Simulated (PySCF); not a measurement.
**What a change does: NMR shielding calculation on C2H8N2Si**

System: C2H8N2Si, SMILES C=C[SiH](N)N.
Method of run A: GIAO PBE0/pcSseg-2 NMR shielding, non-relativistic, gas phase (PySCF 2.14.0).

The geometry comes from this level: PBE0-D3(BJ)/def2-SVP. Text and figures count atoms from 1; the logs count them from 0 in places.

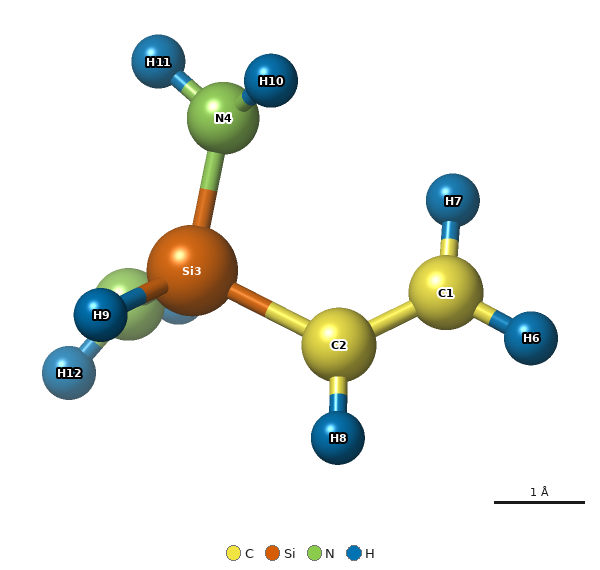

The structure as given in the input (ball-and-stick view, seen at a tilt; atoms are numbered from 1 in the order of the input). Bond lengths as drawn: C–C 1.34 Å, C–H 1.10 Å, C–Si 1.88 Å, H–N 1.01 Å, H–Si 1.50 Å and N–Si 1.73 Å.

### Input file, run A
```
{"job": {"kind": "nmr", "xc": "PBE0", "basis": "pcSseg-2", "pop": false}, "charge": 0, "multiplicity": 1}
C      1.717036     0.252090     1.174670
C      1.338735    -0.274624     0.003196
Si    -0.451869    -0.428352    -0.533965
N     -1.375656    -0.349180     0.926679
N     -1.067744     0.811046    -1.571872
H      2.769886     0.356401     1.462371
H      0.976080     0.607911     1.900114
H      2.127164    -0.606790    -0.686889
H     -0.571747    -1.669936    -1.369857
H     -1.104491    -0.907928     1.727731
H     -2.384663    -0.279613     0.853564
H     -1.020532     0.683595    -2.575608
H     -0.947596     1.786024    -1.319967
```

The first line tells a small driver script what to run in PySCF; the rest is the geometry in Å.

Command:
```bash
OMP_NUM_THREADS=1 python <driver script> task.json out
```

Hardware: 1 CPU thread, shared host.

### Output (run A)
```
coarse grid: 10880 points
cycle   1  E = -479.7210280476  dE =  2.948e-01  |g| = 6.211e-01  |ddm| = 2.500e+00
cycle   2  E = -479.6559091005  dE =  6.512e-02  |g| = 8.233e-01  |ddm| = 1.018e+00
cycle   3  E = -479.8053938500  dE = -1.495e-01  |g| = 6.516e-02  |ddm| = 6.249e-01
cycle   4  E = -479.8062001867  dE = -8.063e-04  |g| = 2.912e-02  |ddm| = 6.596e-02
cycle   5  E = -479.8064101945  dE = -2.100e-04  |g| = 6.326e-03  |ddm| = 2.301e-02
cycle   6  E = -479.8064174609  dE = -7.266e-06  |g| = 3.503e-03  |ddm| = 6.821e-03
cycle   7  E = -479.8064205837  dE = -3.123e-06  |g| = 4.151e-04  |ddm| = 2.461e-03
final grid: 99304 points
cycle   8  E = -479.8127103454  dE = -6.893e-05  |g| = 8.648e-03  |ddm| = 3.221e-02
cycle   9  E = -479.8126994574  dE =  1.089e-05  |g| = 1.133e-02  |ddm| = 1.293e-02
cycle  10  E = -479.8127268876  dE = -2.743e-05  |g| = 7.878e-04  |ddm| = 7.049e-03
cycle  11  E = -479.8127270136  dE = -1.261e-07  |g| = 3.108e-04  |ddm| = 8.265e-04
cycle  12  E = -479.8127270370  dE = -2.338e-08  |g| = 4.741e-05  |ddm| = 2.316e-04
cycle  13  E = -479.8127270375  dE = -4.743e-10  |g| = 7.288e-06  |ddm| = 5.741e-05
converged SCF energy = -479.8127270375

GIAO shielding tensors (ppm)
atom      isotropic    diamagn.    paramagn.     s11        s22        s33       span
  0 C       39.571     252.499    -212.927    -92.179     42.654    168.239    260.417
  1 C       31.234     257.060    -225.826    -95.524     23.614    165.612    261.135
  2 Si     374.856     876.775    -501.919    343.231    368.995    412.341     69.110
  3 N      241.761     316.631     -74.869    204.800    249.272    271.211     66.411
  4 N      237.059     319.296     -82.238    209.873    240.829    260.474     50.601
  5 H       24.897      29.234      -4.337     22.045     24.476     28.171      6.125
  6 H       24.719      32.475      -7.755     21.108     23.664     29.386      8.278
  7 H       24.777      31.110      -6.333     22.013     25.320     26.997      4.985
  8 H       26.171      29.681      -3.511     23.382     23.991     31.139      7.757
  9 H       30.993      32.279      -1.286     24.171     27.108     41.699     17.528
 10 H       30.866      30.799       0.068     24.261     27.231     41.107     16.847
 11 H       30.615      31.022      -0.408     24.383     26.010     41.452     17.069
 12 H       30.927      32.130      -1.202     24.666     27.301     40.816     16.150
```

The input of run B differs as follows (lines with − go, lines with + come):
```diff
-"xc": "PBE0"
+"xc": "LC-wPBE"
```

How does run B compare with run A?

The total energies belong to different methods, so their difference says nothing on which is more stable or more accurate. The HOMO goes from −7.23 to −10.03 eV. The LUMO goes from −0.44 to 1.79 eV. The dipole moment goes from 0.34 to 0.30 D. Of all shieldings, the largest change is that of N5, by +5.5 ppm. The functional changes from PBE0 to LC-wPBE. The number of SCF iterations is the same.

### Output (run B)
```
coarse grid: 10880 points
cycle   1  E = -479.8814825605  dE =  3.688e-01  |g| = 5.196e-01  |ddm| = 2.473e+00
cycle   2  E = -479.9096050420  dE = -2.812e-02  |g| = 4.253e-01  |ddm| = 5.745e-01
cycle   3  E = -479.9436008480  dE = -3.400e-02  |g| = 4.574e-02  |ddm| = 2.248e-01
cycle   4  E = -479.9442219810  dE = -6.211e-04  |g| = 1.521e-02  |ddm| = 5.759e-02
cycle   5  E = -479.9442833439  dE = -6.136e-05  |g| = 3.715e-03  |ddm| = 1.806e-02
cycle   6  E = -479.9442879278  dE = -4.584e-06  |g| = 1.119e-03  |ddm| = 5.493e-03
final grid: 99304 points
cycle   7  E = -479.9556818145  dE = -1.110e-04  |g| = 8.257e-03  |ddm| = 2.999e-02
cycle   8  E = -479.9556870971  dE = -5.283e-06  |g| = 6.849e-03  |ddm| = 7.337e-03
cycle   9  E = -479.9556936030  dE = -6.506e-06  |g| = 5.843e-04  |ddm| = 3.276e-03
cycle  10  E = -479.9556936685  dE = -6.553e-08  |g| = 2.506e-04  |ddm| = 6.094e-04
cycle  11  E = -479.9556936866  dE = -1.812e-08  |g| = 4.610e-05  |ddm| = 2.461e-04
cycle  12  E = -479.9556936879  dE = -1.269e-09  |g| = 2.052e-05  |ddm| = 9.334e-05
cycle  13  E = -479.9556936881  dE = -2.110e-10  |g| = 6.642e-06  |ddm| = 4.486e-05
converged SCF energy = -479.9556936881

GIAO shielding tensors (ppm)
atom      isotropic    diamagn.    paramagn.     s11        s22        s33       span
  0 C       36.573     251.816    -215.242   -106.311     42.357    173.673    279.984
  1 C       30.772     257.104    -226.332   -103.910     23.318    172.909    276.819
  2 Si     375.062     875.977    -500.915    342.945    367.126    415.116     72.170
  3 N      246.420     316.433     -70.013    210.069    253.922    275.269     65.200
  4 N      242.553     319.131     -76.578    215.708    247.957    263.993     48.285
  5 H       24.845      29.435      -4.591     21.811     24.483     28.241      6.430
  6 H       24.697      32.262      -7.565     20.850     23.699     29.542      8.692
  7 H       24.783      31.140      -6.357     22.001     25.246     27.103      5.101
  8 H       26.446      29.738      -3.293     23.690     24.245     31.403      7.713
  9 H       31.094      32.254      -1.160     24.205     27.095     41.982     17.777
 10 H       30.890      30.877       0.013     24.118     27.176     41.376     17.258
 11 H       30.719      31.171      -0.452     24.339     26.006     41.813     17.474
 12 H       30.979      32.086      -1.107     24.569     27.319     41.049     16.480
```

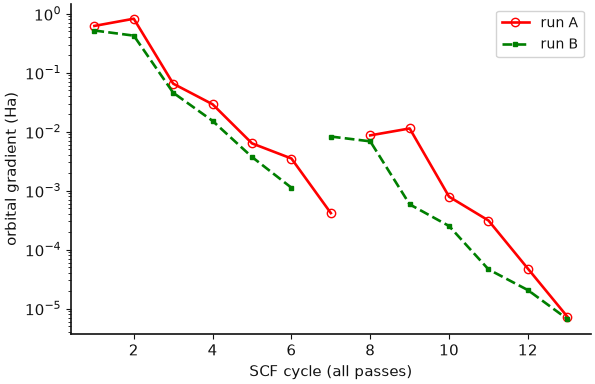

Convergence of the two runs: orbital gradient against the SCF cycle. A break in a curve parts two SCF passes (coarse and final grid). Run A takes 13 cycles in all, and run B takes 13.

### The two runs side by side

| quantity | run A | run B |
| --- | --- | --- |
| outcome | converged | converged |
| total energy (hartree) | −479.812727 | −479.955694 |
| HOMO (eV) | −7.23 | −10.03 |
| LUMO (eV) | −0.44 | 1.79 |
| dipole moment (D) | 0.34 | 0.30 |
| shielding of C1 (ppm) | 39.6 | 36.6 |
| shielding of C2 (ppm) | 31.2 | 30.8 |
| shielding of Si3 (ppm) | 374.9 | 375.1 |
| shielding of N4 (ppm) | 241.8 | 246.4 |
| shielding of N5 (ppm) | 237.1 | 242.6 |
| shielding of H9 (ppm) | 26.2 | 26.4 |
| shielding of H12 (ppm) | 30.6 | 30.7 |
| SCF iterations | 13 | 13 |
| basis functions | 299 | 299 |
| wall time (shared host) | 74 s | 1.8 min |
